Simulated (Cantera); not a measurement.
Input: 1 mol Fe3O4, 16 mol CO, 0.91 mol H2, held at 1677 °C.

Cantera equilibrium calculation (NASA polynomials, part measured and part estimated; ideal gas, pure solids and liquids). Candidate condensed phases: C, C6H6, C7H8, C8H18, Fe, Fe(CO)5, FeO, Fe(OH)2, Fe(OH)3, Fe2O3, Fe3O4, H2O; 114 gas species. Each liquid is taken as pure. Mutual solubility and eutectic melting of coexisting phases are not modelled. The tables' stoichiometric FeO is somewhat more stable than real wüstite, so its field is too wide. FeO: taken at fixed stoichiometry. Rates play no part.

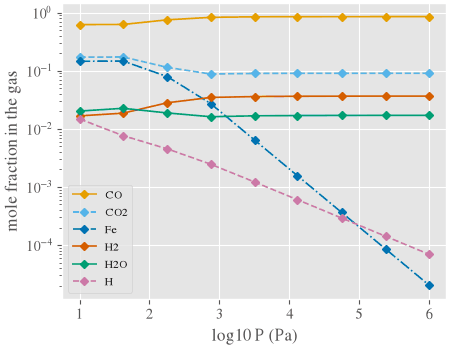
*Equilibrium gas composition (values under 1e-9 drawn at 1e-9)*

From 10.0 Pa to 42.0 Pa nothing is condensed. At 1.80 mbar the condensed part is FeO(l). From 7.50 mbar to 10.0 bar the condensed part is Fe(l) + FeO(l). The main Fe-bearing gas is Fe throughout.
